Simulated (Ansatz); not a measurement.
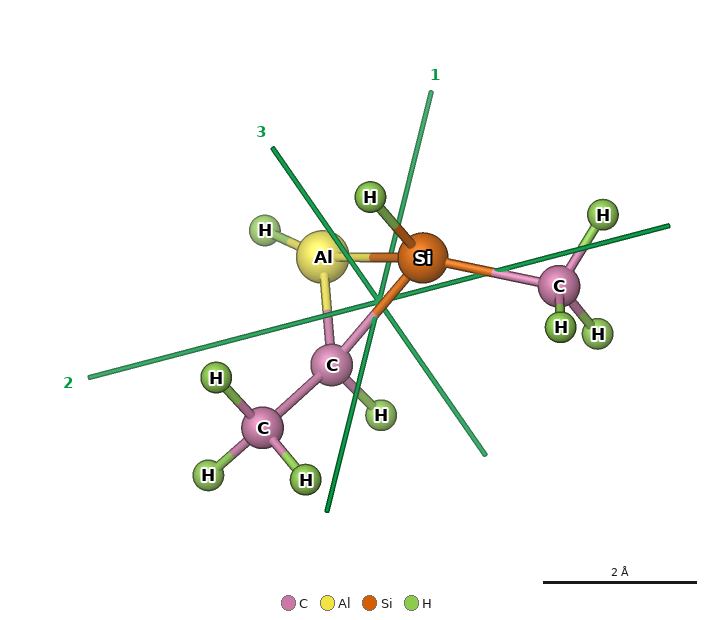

The three principal axes of inertia are drawn and numbered. Distant atoms are faded towards the background colour. The geometry was computed by an optimisation with PBE-D4/def2-SVP. No frequency run is at hand to confirm it as a minimum. Masses are those of the most abundant isotopes; constants are for the rigid equilibrium geometry.

Q: Which line is the a axis (least moment of inertia), which b and which c?

A: a is line 2, b is line 1, c is line 3; the moments are 141, 220, 326 u Å².

Q: Classify the rotor and give the rotational constants (cm⁻¹).

A: An asymmetric top (C1): A = 0.120, B = 0.0765, C = 0.0517 cm⁻¹. Ray's parameter κ is −0.27, nearer the prolate limit.
